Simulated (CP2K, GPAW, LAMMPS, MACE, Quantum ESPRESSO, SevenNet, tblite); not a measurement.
# Running amorphous Ge (66 atoms) with tblite

Wanted: tblite inputs and outputs for amorphous Ge (66 atoms), checked against a plane-wave reference.

Calculated with tblite 0.8.0; the method is named at each step.

## 1. Starting point

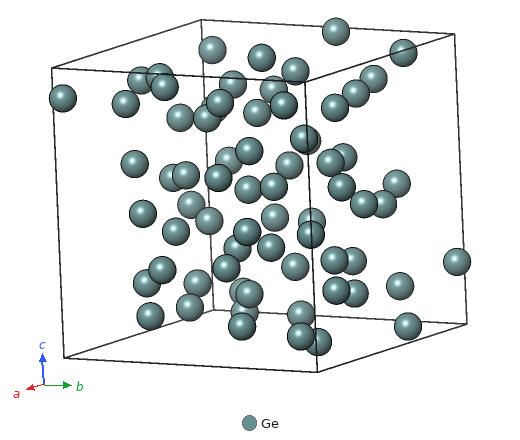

The cell as given, slightly off an axis (germanium teal). Some periodic images of atoms are drawn too.

The cell holds 66 atoms: 66 Ge. Its edges and angles: a = 11.531 Å, b = 11.531 Å, c = 11.531 Å, α = 90.0°, β = 90.0°, γ = 90.0°. 66 atoms (66 Ge) placed at random at 5.19 g/cm³, melted at 3500 K for 10 ps at fixed volume with the Tersoff potential (Tersoff, Phys. Rev. B 39, 5566 (1989)). Quenched from 3500 K to 300 K at 5 K/ps and fixed volume, held 5 ps, then minimised at fixed cell.

The yardstick, on the same geometry:

```
method                 : Kohn-Sham DFT, PBE, SSSP efficiency 1.3.0 pseudopotentials, plane waves (Quantum ESPRESSO 7.5); sssp-pbe-1.3.0-efficiency, cutoffs 45/360 Ry, Γ point
r.m.s. force component : 0.2244 eV/Å
longest force          : 0.7198 eV/Å
pressure               : 2.938 GPa
time                   : 15 min on 1 thread of Arm Neoverse V1, shared host
CPU time               : 15 min
```

## 2. GFN1-xTB

Method: GFN1-xTB tight binding, diagonalisation.

Input file run.py:

```python
import numpy as np
from ase.io import read
from tblite.ase import TBLite

atoms = read("structure.xyz")
atoms.calc = TBLite(method="GFN1-xTB", electronic_temperature=580, accuracy=1.0, max_iterations=250, mixer_damping=0.1, verbosity=1)
energy = atoms.get_potential_energy()
forces = atoms.get_forces()
print(f"energy {energy:.6f} eV")
print("forces (eV/A)")
for i, (a, f) in enumerate(zip(atoms, forces)):
    print(f"{i:4d} {a.symbol:2s} {f[0]:10.5f} {f[1]:10.5f} {f[2]:10.5f}")
stress = -atoms.get_stress(voigt=False) * 160.21766
print("stress (GPa, compression positive)")
for row in stress:
    print(" ".join(f"{x:10.4f}" for x in row))
print("charges (e)")
print(np.array2string(atoms.get_charges(), precision=4, suppress_small=True, max_line_width=110, threshold=100000))
```

Input file structure.xyz:

```xyz
66
Lattice="11.53150 0.00000 0.00000 0.00000 11.53150 0.00000 0.00000 0.00000 11.53150" Properties=species:S:1:pos:R:3 pbc="T T T"
Ge 0.69558 5.01574 7.07976
Ge 11.18521 7.18966 7.45638
Ge 0.03909 0.47960 10.35563
Ge 2.56841 4.52081 4.31670
Ge 2.16700 10.46645 11.08558
Ge 6.99362 2.19191 10.51950
Ge 8.19613 5.61849 9.86508
Ge 3.54859 2.10796 4.22676
Ge 4.25708 11.39185 0.60690
Ge 0.44281 11.46992 2.54316
Ge 6.38949 9.77133 9.57311
Ge 5.93100 5.22308 1.86707
Ge 6.56534 4.02034 8.90970
Ge 5.39628 0.38561 10.03656
Ge 8.83959 7.24466 8.13697
Ge 6.55946 2.85762 1.32808
Ge 10.63458 7.04990 3.77161
Ge 3.73252 1.09987 8.30983
Ge 10.71380 3.39015 5.76713
Ge 6.78802 3.07637 6.62819
Ge 0.63089 3.55747 9.02870
Ge 3.39706 8.25379 7.03375
Ge 8.59224 2.16504 2.59366
Ge 6.91971 8.85412 0.30558
Ge 5.76021 5.28754 5.99453
Ge 4.06854 6.64145 10.48432
Ge 0.60909 1.75556 0.90799
Ge 3.34944 8.45674 2.90986
Ge 9.34478 11.24955 2.86950
Ge 4.36052 1.93879 1.87318
Ge 9.01279 2.09550 7.39838
Ge 8.40566 3.47859 4.67810
Ge 10.42678 9.86405 10.34664
Ge 1.40800 9.40198 1.63759
Ge 10.27514 10.75128 5.22342
Ge 5.02808 1.42921 6.15494
Ge 10.53426 3.42785 1.66653
Ge 3.02160 3.13703 9.61335
Ge 11.03311 7.88870 1.56044
Ge 5.35857 9.68185 2.01421
Ge 0.00923 4.66392 3.72963
Ge 1.86683 0.30927 4.50040
Ge 10.26684 4.36421 10.78149
Ge 2.36903 9.35989 5.05414
Ge 9.25357 9.48270 0.94870
Ge 7.15749 7.28802 6.43954
Ge 0.01822 8.61657 5.44102
Ge 0.25646 6.28317 11.40673
Ge 0.16928 1.09411 6.00641
Ge 3.60728 5.97608 2.60335
Ge 3.24773 5.69137 6.56154
Ge 5.69218 9.04427 7.23498
Ge 9.48016 2.08455 9.86370
Ge 0.40533 7.99583 9.64068
Ge 8.66396 9.66017 8.71851
Ge 8.59131 11.24460 6.85513
[... 6 atom lines left out ...]
Ge 2.51168 5.49234 0.49908
Ge 7.23094 9.95607 3.66091
Ge 1.12963 1.11683 8.23326
Ge 6.44184 6.55796 11.41238
```

Command:

```
> OMP_NUM_THREADS=1 python run.py > output.txt
```

The log of the run:

```text
------------------------------------------------------------
  cycle        total energy    energy error   density error
------------------------------------------------------------
      1     -105.2531171749  -1.0516729E+02   3.8155307E-01
      2     -110.5899148890  -5.3367977E+00   2.3761865E-01
      3     -111.4096040486  -8.1968916E-01   1.9506220E-01
      4     -110.9954287267   4.1417532E-01   1.6390671E-01
      5     -111.0582887775  -6.2860051E-02   5.1414352E-02
      6     -111.4480765061  -3.8978773E-01   1.3662520E-02
      7     -111.4530368414  -4.9603353E-03   7.2325752E-03
      8     -111.4526966557   3.4018575E-04   6.6059039E-03
      9     -111.4535206836  -8.2402792E-04   4.0327856E-03
     10     -111.4537721532  -2.5146958E-04   8.5577639E-04
     11     -111.4537840063  -1.1853096E-05   5.0087773E-04
     12     -111.4537833237   6.8257282E-07   4.1633494E-04
     13     -111.4537853452  -2.0215179E-06   1.7090343E-04
     14     -111.4537863519  -1.0067055E-06   4.7652165E-05
     15     -111.4537864502  -9.8315638E-08   3.1033496E-05
     16     -111.4537864555  -5.2748277E-09   2.7123010E-05
     17     -111.4537864561  -6.2006222E-10   1.6178006E-05
------------------------------------------------------------
 total:                                   6.465 sec
energy -3032.812007 eV
forces (eV/A)
   0 Ge   -0.06557   -0.16550    0.32338
   1 Ge   -0.20794   -0.07783    0.15538
   2 Ge    0.03145   -0.23262    0.00944
   3 Ge    0.08137    0.09661   -0.07129
   4 Ge    0.10102    0.02536    0.00318
   5 Ge    0.38466    0.05812   -0.13234
   6 Ge    0.09914   -0.13597    0.04106
   7 Ge    0.05986   -0.08460   -0.07036
   8 Ge   -0.17284   -0.12862    0.00808
   9 Ge    0.15577   -0.20941   -0.12971
  10 Ge    0.23193   -0.26779   -0.15482
  11 Ge    0.04610   -0.00007   -0.39874
  12 Ge    0.10389   -0.00613    0.10995
  13 Ge    0.06053    0.10086   -0.00918
  14 Ge    0.18466    0.09044    0.07427
  15 Ge   -0.06573    0.00230   -0.13629
  16 Ge   -0.24104   -0.13218    0.16802
  17 Ge   -0.34498    0.04988   -0.17001
  18 Ge   -0.18518    0.17143   -0.05126
  19 Ge    0.08264    0.11059   -0.20164
  20 Ge    0.41480   -0.23671   -0.31823
  21 Ge    0.09167    0.13735    0.08090
  22 Ge    0.14925   -0.15723    0.15576
  23 Ge    0.00469    0.05961   -0.12741
[...]
58 Ge    0.02734   -0.04046    0.07553
  59 Ge    0.15301    0.23972   -0.32101
  60 Ge    0.02831    0.33836   -0.15904
  61 Ge   -0.04091    0.06114   -0.12360
  62 Ge   -0.29565   -0.08032    0.10418
  63 Ge   -0.34751    0.39166   -0.10403
  64 Ge    0.17481    0.54273    0.21567
  65 Ge   -0.06491   -0.32558    0.10021
stress (GPa, compression positive)
    4.3435     0.9747    -0.2493
    0.9747     3.5651     0.0330
   -0.2493     0.0330     4.9098
charges (e)
[ 0.0101 -0.0266  0.0571  0.0547  0.0207 -0.0229 -0.0036  0.0232 -0.0141 -0.0164 -0.049  -0.0042  0.0249
 -0.0076 -0.0149  0.0075 -0.0197 -0.0193  0.0185 -0.0235 -0.0586  0.0239 -0.0167  0.005   0.0258 -0.0173
 -0.0276  0.0126  0.0709 -0.03    0.1033  0.0562 -0.0217 -0.0483  0.0052  0.0237 -0.026  -0.0285 -0.0208
 -0.0335  0.0929 -0.0298  0.0681  0.0316  0.0219 -0.036  -0.     -0.0073 -0.0473 -0.0094  0.0559 -0.006
  0.0372 -0.0311 -0.035  -0.0642 -0.0135 -0.0045 -0.0474 -0.0334 -0.0176 -0.0534 -0.0187  0.064   0.0598
  0.0312]
```

Elapsed: 7.1 s, on 1 thread of Arm Neoverse V1, shared host; peak memory 0.14 GiB.

Banners, paths, timers and routine set-up lines are dropped from the logs unmarked, and long logs keep their key lines alone; longer cuts are marked.

Against the reference:

```yaml
r_m_s_force_component: 0.1922 eV/Å
r_m_s_difference_of_force_components: 106.1 meV/Å
longest_difference_of_force_vectors: 314.8 meV/Å
force_difference_over_r_m_s_force: 47.28 %
slope_of_forces_against_the_reference_s: 0.755
correlation_of_force_components: 0.8815
pressure: 4.273 GPa
pressure_difference: 1.335 GPa
```

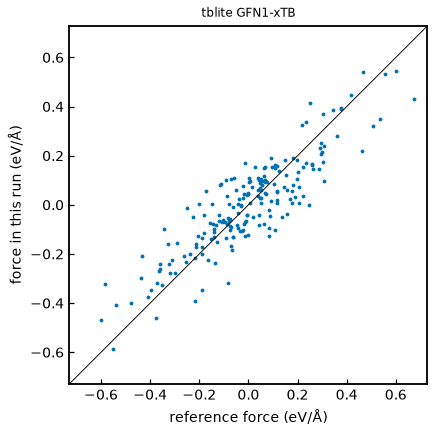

Force components against those of the reference; the line marks equality.

A closer look about Ge1, picked at random: 9 atoms, nearest first, numbered in the order of the input, with positions taken from that point.

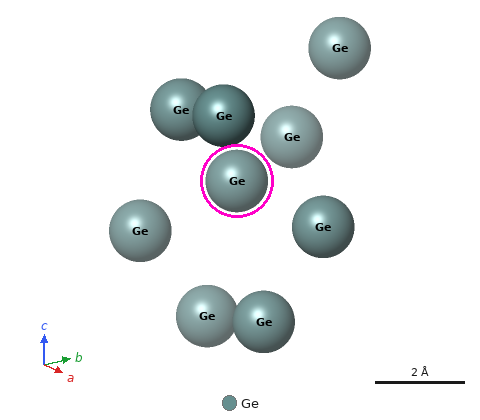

The atoms of the table, within 3.9 Å (arrows a, b, c point along x, y, z); some may hide others; the central atom is ringed.

| atom | x | y | z | distance (Å) | Mulliken charge (e) | Fx | Fy | Fz (eV/Å) |
| --- | --- | --- | --- | --- | --- | --- | --- | --- |
| Ge1 | 0.00 | 0.00 | 0.00 | 0.00 | 0.01 | -0.066 | -0.166 | 0.323 |
| Ge21 | -0.06 | -1.46 | 1.95 | 2.43 | -0.06 | 0.415 | -0.237 | -0.318 |
| Ge2 | -1.04 | 2.17 | 0.38 | 2.44 | -0.03 | -0.208 | -0.078 | 0.155 |
| Ge19 | -1.51 | -1.63 | -1.31 | 2.58 | 0.02 | -0.185 | 0.171 | -0.051 |
| Ge51 | 2.55 | 0.68 | -0.52 | 2.69 | 0.06 | 0.182 | -0.050 | -0.044 |
| Ge4 | 1.87 | -0.49 | -2.76 | 3.37 | 0.05 | 0.081 | 0.097 | -0.071 |
| Ge41 | -0.69 | -0.35 | -3.35 | 3.44 | 0.09 | 0.190 | -0.104 | -0.243 |
| Ge38 | 2.33 | -1.88 | 2.53 | 3.92 | -0.03 | -0.377 | -0.408 | -0.002 |
| Ge54 | -0.29 | 2.98 | 2.56 | 3.94 | -0.03 | 0.448 | -0.063 | -0.107 |

Atoms are counted from 1 here, from 0 in the log.

Forces lie 47 % from the reference's, at 0.0079 times its CPU time.

## 3. Results

| Item | Value |
| --- | --- |
| force difference from the reference | tblite GFN1-xTB, 47 % |
| its CPU time | 7.1 s |

In words: Tight binding differs by 47 % (tblite GFN1-xTB); it is another model, with fitted parameters of its own, and the xTB methods hold dispersion. One electronic-structure run takes under half the reference's CPU time: tblite GFN1-xTB, at 47 % in 7.1 s against 15 min. Periodic xTB results under one method name differ between programs and library versions. The reference's pressure holds the uncorrected Pulay stress of its 45 Ry basis, so small pressure differences, and their order, may be the reference's own error. The quench rate of 5 K/ps is many orders above laboratory rates, so the cell is likely richer in defects and strain than a real sample. The network of bonds at the start is that of the classical potential that made the cell, and needn't be the one that DFT or experiment would give. The reference's pressure of 2.9 GPa belongs to a cell and atoms that aren't relaxed at this level. The electronic-structure runs sample only Γ, in a cell whose shortest periodic width is 12 Å, which is coarse for a cell with partly filled levels.

[Also dropped from logs without a mark: logging warnings of Python, and SIESTA's first energy breakdown and zero terms.]

[Logs are printed without paths, hosts, clocks, repeated set-up lines and the standing remarks that a program may print on its own settings, such as how far it seeks lower states.]

[Hosts, paths, dates, database ids (printed as entryN), source tags and the programs' standing remarks are cut or masked in the printed files.]
